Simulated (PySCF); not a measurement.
# [Tb(H2S)2]3+: how settings move a single point

Aim: repeat the single point on relaxed [Tb(H2S)2]3+ with altered settings, some of them bad on purpose. The species was built from a template and needn't be a known compound.

Method: PBE, Tb lcecp-1-SVP with ECP54, S def2-SVP, H def2-SVP; scalar-relativistic core potentials, no spin–orbit coupling; program: PySCF 2.14.0.

3 further runs of the same task are left out: 2 for a known fault of the program, 1 that didn't finish. Runs told in other sessions of the task aren't counted.

## (1) Starting geometry

7 atoms, charge 3, spin multiplicity 1.

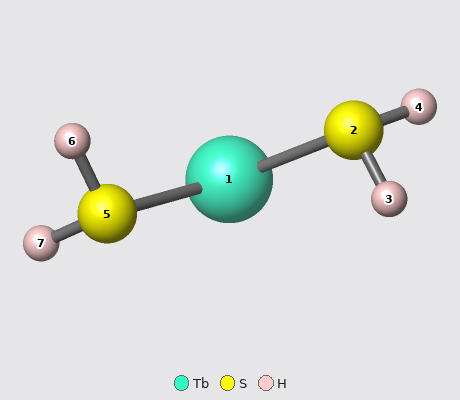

The geometry (terbium teal, sulfur yellow, hydrogen pink); atoms are numbered from 1 in the order of the file.

As a file:

```xyz
7

Tb   -1.38297    0.00000    0.00000
S     0.42460    0.14804    2.14742
H     0.88425    1.45175    2.23210
H    -0.31782    0.15916    3.31812
S     0.42460   -0.14804   -2.14742
H     0.88425   -1.45175   -2.23210
H    -0.31782   -0.15916   -3.31812
```

Formal oxidation states: Tb +3. Each metal's 8 4f electrons lie in its core potential, so multiplicities, spins and levels count the valence alone. An earlier session relaxed this geometry at PBE, Tb lcecp-1-SVP with ECP54, S def2-SVP, H def2-SVP (singlet, point group C2).

The sound run used a (50, 194) grid (finer on f atoms), a threshold of 1e-8 and at most 55 cycles, and ended at -833.456855 Eh.

## (2) Try 1

File run.py (the lines that set the calculation):

```python
mol = gto.M(atom='''
Tb    -1.38297     0.00000     0.00000
S      0.42460     0.14804     2.14742
H      0.88425     1.45175     2.23210
H     -0.31782     0.15916     3.31812
S      0.42460    -0.14804    -2.14742
H      0.88425    -1.45175    -2.23210
H     -0.31782    -0.15916    -3.31812''',
    basis={'Tb': 'lcecp-1-SVP', 'S': 'def2-SVP', 'H': 'def2-SVP'},
    ecp={'Tb': 'lcecp-1-SVP'},
    charge=3, spin=0)
mf = dft.RKS(mol, xc='PBE')
mf.grids.atom_grid = (50, 194)  # f atoms: unpruned, at least (60, 302)
mf = mf.density_fit()  # fitting sets: Tb AutoAux, S def2-universal-JKFIT, H def2-universal-JKFIT
mf.conv_tol = 1e-08; mf.max_cycle = 55
mf.kernel(dm0)  # dm0: smeared density
```

Launch:

```
> OMP_NUM_THREADS=2 python run.py
```

What it wrote:

```text
init E= -833.387294990009
  HOMO = -0.809183000437218  LUMO = -0.67427979382081  gap/eV = 3.67090
cycle= 1 E= -833.44155757623  delta_E= -0.0543  |g|= 0.171  |ddm|= 0.353
  HOMO = -0.777587143959976  LUMO = -0.739801367146559  gap/eV = 1.02820
cycle= 2 E= -833.241457997521  delta_E=  0.2  |g|= 0.713  |ddm|= 1.45
  HOMO = -0.792922916926078  LUMO = -0.700293794865359  gap/eV = 2.52057
cycle= 3 E= -833.456476586272  delta_E= -0.215  |g|= 0.0318  |ddm|= 1.07
  HOMO = -0.796179753997773  LUMO = -0.700270273015207  gap/eV = 2.60983
cycle= 4 E= -833.456807642  delta_E= -0.000331  |g|= 0.00971  |ddm|= 0.0415
  HOMO = -0.79560482959427  LUMO = -0.698582798630179  gap/eV = 2.64010
cycle= 5 E= -833.456853748174  delta_E= -4.61e-05  |g|= 0.0021  |ddm|= 0.018
  HOMO = -0.795734643544394  LUMO = -0.698548332304363  gap/eV = 2.64457
cycle= 6 E= -833.456855323913  delta_E= -1.58e-06  |g|= 0.000399  |ddm|= 0.00274
  HOMO = -0.795749531905116  LUMO = -0.69851948465469  gap/eV = 2.64576
cycle= 7 E= -833.456855388091  delta_E= -6.42e-08  |g|= 7.2e-05  |ddm|= 0.000693
  HOMO = -0.795753496607459  LUMO = -0.698523049679293  gap/eV = 2.64578
cycle= 8 E= -833.456855389909  delta_E= -1.82e-09  |g|= 1.25e-05  |ddm|= 0.000104
  HOMO = -0.795752154390672  LUMO = -0.698523030451067  gap/eV = 2.64574
Extra cycle  E= -833.456855389858  delta_E= 5.08e-11  |g|= 1.6e-05  |ddm|= 3.59e-05
converged SCF energy = -833.456855389858
```

Wall time 3.7 s (2 threads of Arm Neoverse V1, shared host).

Changed: the starting guess (smeared density). It converges in 8 cycles, at the sound run's energy within 0.001 eV, with a largest force component of 0.01 eV/Å. The result survives the change.

## (3) Try 2

File run.py (the lines that set the calculation):

```python
mol = gto.M(atom='''
Tb    -1.45212     0.00000     0.00000
S      0.44583     0.15544     2.25479
H      0.92846     1.52433     2.34371
H     -0.33372     0.16712     3.48402
S      0.44583    -0.15544    -2.25479
H      0.92846    -1.52433    -2.34371
H     -0.33372    -0.16712    -3.48402''',
    basis={'Tb': 'lcecp-1-SVP', 'S': 'def2-SVP', 'H': 'def2-SVP'},
    ecp={'Tb': 'lcecp-1-SVP'},
    charge=3, spin=0)
mf = dft.RKS(mol, xc='PBE')
mf.grids.atom_grid = (50, 194)  # f atoms: unpruned, at least (60, 302)
mf = mf.density_fit()  # fitting sets: Tb AutoAux, S def2-universal-JKFIT, H def2-universal-JKFIT
mf.conv_tol = 1e-08; mf.max_cycle = 55
mf.kernel(dm0)  # dm0: free metal ions and neutral atoms
```

Launch:

```
> OMP_NUM_THREADS=2 python run.py
```

What it wrote:

```text
init E= -807.554713705944
  HOMO = -1.12042832303439  LUMO = -0.72394899796386  gap/eV = 10.78875
cycle= 1 E= -831.797230986823  delta_E= -24.2  |g|= 2.34  |ddm|= 3.88
  HOMO = -0.733054206722759  LUMO = -0.718382126461535  gap/eV = 0.39925
cycle= 2 E= -813.869526055922  delta_E= 17.9  |g|= 4.65  |ddm|= 9.56
  HOMO = -0.753399144173926  LUMO = -0.574995929656556  gap/eV = 4.85460
cycle= 3 E= -832.785414849907  delta_E= -18.9  |g|= 1.23  |ddm|= 8.88
  HOMO = -0.792138539007856  LUMO = -0.702413099271079  gap/eV = 2.44155
cycle= 4 E= -833.393407154945  delta_E= -0.608  |g|= 0.376  |ddm|= 2.69
  HOMO = -0.775288371182637  LUMO = -0.689135329264839  gap/eV = 2.34434
cycle= 5 E= -833.439653589788  delta_E= -0.0462  |g|= 0.142  |ddm|= 0.606
  HOMO = -0.775510854839221  LUMO = -0.696621430041054  gap/eV = 2.14669
cycle= 6 E= -833.445944247316  delta_E= -0.00629  |g|= 0.0386  |ddm|= 0.212
  HOMO = -0.777139848867329  LUMO = -0.693254808109612  gap/eV = 2.28263
cycle= 7 E= -833.446624491844  delta_E= -0.00068  |g|= 0.00529  |ddm|= 0.0748
  HOMO = -0.777499036581572  LUMO = -0.693812520316457  gap/eV = 2.27723
cycle= 8 E= -833.446633426733  delta_E= -8.93e-06  |g|= 0.00229  |ddm|= 0.0101
  HOMO = -0.777483580274411  LUMO = -0.693775508740154  gap/eV = 2.27781
cycle= 9 E= -833.446635414495  delta_E= -1.99e-06  |g|= 0.000434  |ddm|= 0.00312
  HOMO = -0.777478154673421  LUMO = -0.693755831189903  gap/eV = 2.27820
cycle= 10 E= -833.446635485425  delta_E= -7.09e-08  |g|= 9.33e-05  |ddm|= 0.000602
  HOMO = -0.777476343099179  LUMO = -0.693755562282465  gap/eV = 2.27816
cycle= 11 E= -833.44663548808  delta_E= -2.65e-09  |g|= 3.58e-05  |ddm|= 0.000121
  HOMO = -0.777483666227022  LUMO = -0.693745356817832  gap/eV = 2.27864
Extra cycle  E= -833.44663548433  delta_E= 3.75e-09  |g|= 9.57e-05  |ddm|= 0.000244
converged SCF energy = -833.44663548433
```

Run time: 4 s. Hardware: 2 threads of Arm Neoverse V1, shared host.

Changed: the scale of all coordinates (1.05). It converges in 11 cycles, +0.278 eV from the sound run, with a largest force component of 1.20 eV/Å. The setting is unsound, so these numbers aren't the compound's.

## (4) Try 3

File run.py (the lines that set the calculation):

```python
mol = gto.M(atom='''
Tb    -1.38297     0.00000     0.00000
S      0.42460     0.14804     2.14742
H     -1.05882     0.20756     0.31913
H     -0.31782     0.15916     3.31812
S      0.42460    -0.14804    -2.14742
H      0.88425    -1.45175    -2.23210
H     -0.31782    -0.15916    -3.31812''',
    basis={'Tb': 'lcecp-1-SVP', 'S': 'def2-SVP', 'H': 'def2-SVP'},
    ecp={'Tb': 'lcecp-1-SVP'},
    charge=3, spin=0)
mf = dft.RKS(mol, xc='PBE')
mf.grids.atom_grid = (50, 194)  # f atoms: unpruned, at least (60, 302)
mf = mf.density_fit()  # fitting sets: Tb AutoAux, S def2-universal-JKFIT, H def2-universal-JKFIT
mf.conv_tol = 1e-08; mf.max_cycle = 57
mf.kernel(dm0)  # dm0: free metal ions and neutral atoms
```

Launch:

```
> OMP_NUM_THREADS=2 python run.py
```

What it wrote:

```text
init E= -803.059015897325
  HOMO = -1.1171764091278  LUMO = -0.828544144594961  gap/eV = 7.85408
cycle= 1 E= -826.631973837405  delta_E= -23.6  |g|= 2.44  |ddm|= 6.79
  HOMO = -0.800373967231881  LUMO = -0.752160712187784  gap/eV = 1.31195
cycle= 2 E= -809.082582728041  delta_E= 17.5  |g|=  4.9  |ddm|= 12.1
  HOMO = -0.736589113388442  LUMO = -0.575706069186246  gap/eV = 4.37785
cycle= 3 E= -827.951397278626  delta_E= -18.9  |g|= 1.14  |ddm|= 11.9
  HOMO = -0.895462975969434  LUMO = -0.878809508924018  gap/eV = 0.45316
cycle= 4 E= -821.545463037674  delta_E= 6.41  |g|= 3.34  |ddm|= 7.75
  HOMO = -0.842066393074458  LUMO = -0.823993685948893  gap/eV = 0.49178
cycle= 5 E= -826.206243618887  delta_E= -4.66  |g|= 2.29  |ddm|= 2.81
  HOMO = -0.829539087435207  LUMO = -0.813305110001616  gap/eV = 0.44175
cycle= 6 E= -826.855332292446  delta_E= -0.649  |g|= 1.99  |ddm|= 1.08
  HOMO = -0.833781734871891  LUMO = -0.81274780554374  gap/eV = 0.57236
cycle= 7 E= -827.25628534644  delta_E= -0.401  |g|=  1.9  |ddm|= 1.63
  HOMO = -0.817103885302952  LUMO = -0.801296868187765  gap/eV = 0.43013
cycle= 8 E= -827.005061693746  delta_E= 0.251  |g|= 1.81  |ddm|= 1.94
  HOMO = -0.823695028626709  LUMO = -0.793941574621684  gap/eV = 0.80963
cycle= 9 E= -828.235816274669  delta_E= -1.23  |g|= 1.03  |ddm|= 1.78
  HOMO = -0.814938282070828  LUMO = -0.793832969058841  gap/eV = 0.57430
cycle= 10 E= -828.234874808731  delta_E= 0.000941  |g|= 0.866  |ddm|= 2.53
  HOMO = -0.810084467198795  LUMO = -0.783598999273547  gap/eV = 0.72071
cycle= 11 E= -828.686640024361  delta_E= -0.452  |g|= 0.26  |ddm|= 2.68
  HOMO = -0.816624786213171  LUMO = -0.788485566887953  gap/eV = 0.76571
cycle= 12 E= -828.70748378666  delta_E= -0.0208  |g|= 0.167  |ddm|= 1.19
  HOMO = -0.813399126508513  LUMO = -0.78767482907968  gap/eV = 0.69999
cycle= 13 E= -828.713783144586  delta_E= -0.0063  |g|= 0.114  |ddm|= 0.853
  HOMO = -0.815446944674826  LUMO = -0.789067925558816  gap/eV = 0.71781
cycle= 14 E= -828.719343012184  delta_E= -0.00556  |g|= 0.00868  |ddm|= 0.341
  HOMO = -0.815099742904987  LUMO = -0.788738268155967  gap/eV = 0.71733
cycle= 15 E= -828.719375355601  delta_E= -3.23e-05  |g|= 0.00236  |ddm|= 0.0197
  HOMO = -0.815059031624368  LUMO = -0.788646277589433  gap/eV = 0.71873
cycle= 16 E= -828.719377787615  delta_E= -2.43e-06  |g|= 0.00086  |ddm|= 0.00726
  HOMO = -0.815064603771393  LUMO = -0.788657283553091  gap/eV = 0.71858
cycle= 17 E= -828.719377958  delta_E= -1.7e-07  |g|= 0.000589  |ddm|= 0.00136
  HOMO = -0.815074881463655  LUMO = -0.788662516195149  gap/eV = 0.71872
cycle= 18 E= -828.719378113805  delta_E= -1.56e-07  |g|= 0.00013  |ddm|= 0.00155
  HOMO = -0.815076606725336  LUMO = -0.788663761454302  gap/eV = 0.71873
cycle= 19 E= -828.71937812107  delta_E= -7.27e-09  |g|= 3.07e-05  |ddm|= 0.000307
  HOMO = -0.815081494561018  LUMO = -0.788664881604757  gap/eV = 0.71883
Extra cycle  E= -828.71937803296  delta_E= 8.81e-08  |g|= 0.000446  |ddm|= 0.0014
converged SCF energy = -828.71937803296
```

Run time: 5.6 s. Hardware: 2 threads of Arm Neoverse V1, shared host.

Changed: one atom's place (atom 3 put 0.5 Å from the metal); the cycle limit is 57. It converges in 19 cycles, +128.913 eV from the sound run, with a largest force component of 394.18 eV/Å. The setting is unsound, so these numbers aren't the compound's.

## (5) Try 4

Edit run.py (the lines that set the calculation) of step 4 so:

```diff
@@ -3,3 +3,3 @@
 S      0.42460     0.14804     2.14742
-H     -1.05882     0.20756     0.31913
+H      0.88425     1.45175     2.23210
 H     -0.31782     0.15916     3.31812
@@ -14,3 +14,3 @@
 mf = mf.density_fit()  # fitting sets: Tb AutoAux, S def2-universal-JKFIT, H def2-universal-JKFIT
-mf.conv_tol = 1e-08; mf.max_cycle = 57
+mf.conv_tol = 1e-06; mf.max_cycle = 55
 mf.kernel(dm0)  # dm0: free metal ions and neutral atoms
```

Launch:

```
> OMP_NUM_THREADS=2 python run.py
```

What it wrote:

```text
init E= -807.641776015349
  HOMO = -1.14170788429818  LUMO = -0.747739383377031  gap/eV = 10.72043
cycle= 1 E= -831.93893024964  delta_E= -24.3  |g|=  2.3  |ddm|= 3.96
  HOMO = -0.739739400097399  LUMO = -0.736618712099449  gap/eV = 0.08492
cycle= 2 E= -819.259618060413  delta_E= 12.7  |g|= 4.42  |ddm|= 7.27
  HOMO = -0.772479825072443  LUMO = -0.56725299292253  gap/eV = 5.58451
cycle= 3 E= -832.977910446565  delta_E= -13.7  |g|= 1.05  |ddm|= 6.06
  HOMO = -0.805232745195263  LUMO = -0.72091566374359  gap/eV = 2.29438
cycle= 4 E= -833.398712516394  delta_E= -0.421  |g|= 0.388  |ddm|= 2.54
  HOMO = -0.794940650788677  LUMO = -0.690779682180286  gap/eV = 2.83436
cycle= 5 E= -833.449422483635  delta_E= -0.0507  |g|= 0.144  |ddm|= 0.674
  HOMO = -0.794339768323027  LUMO = -0.700242763442265  gap/eV = 2.56051
cycle= 6 E= -833.456552224508  delta_E= -0.00713  |g|= 0.0276  |ddm|= 0.214
  HOMO = -0.795475141455136  LUMO = -0.698332767354231  gap/eV = 2.64338
cycle= 7 E= -833.456843731023  delta_E= -0.000292  |g|= 0.00568  |ddm|= 0.0453
  HOMO = -0.795814149438673  LUMO = -0.698496689346183  gap/eV = 2.64814
cycle= 8 E= -833.456853795105  delta_E= -1.01e-05  |g|= 0.00202  |ddm|= 0.00858
  HOMO = -0.795768370766848  LUMO = -0.698534378203281  gap/eV = 2.64587
cycle= 9 E= -833.456855357707  delta_E= -1.56e-06  |g|= 0.0003  |ddm|= 0.00271
  HOMO = -0.795751854747315  LUMO = -0.698524268915723  gap/eV = 2.64570
cycle= 10 E= -833.45685538907  delta_E= -3.14e-08  |g|= 4.96e-05  |ddm|= 0.000403
  HOMO = -0.795755863043096  LUMO = -0.698518282187197  gap/eV = 2.64597
Extra cycle  E= -833.456855388427  delta_E= 6.43e-10  |g|= 6.09e-05  |ddm|= 0.000176
converged SCF energy = -833.456855388427
```

It took 3.8 s on 2 threads of Arm Neoverse V1, shared host.

Changed: the SCF threshold (1e-06). It converges in 10 cycles, at the sound run's energy within 0.001 eV, with a largest force component of 0.01 eV/Å. The result survives the change.

## (6) Side by side

| run | changed | ending | energy change (eV) | cycles | time | usable |
| --- | --- | --- | --- | --- | --- | --- |
| 1 | the starting guess | converged | 0.000 | 8 | 3.7 s | yes |
| 2 | the scale of all coordinates | converged | +0.278 | 11 | 4 s | no |
| 3 | one atom's place | converged | +128.913 | 19 | 5.6 s | no |
| 4 | the SCF threshold | converged | 0.000 | 10 | 3.8 s | yes |

2 of 4 altered runs give a usable result. 2 ended normally with numbers unfit to quote.
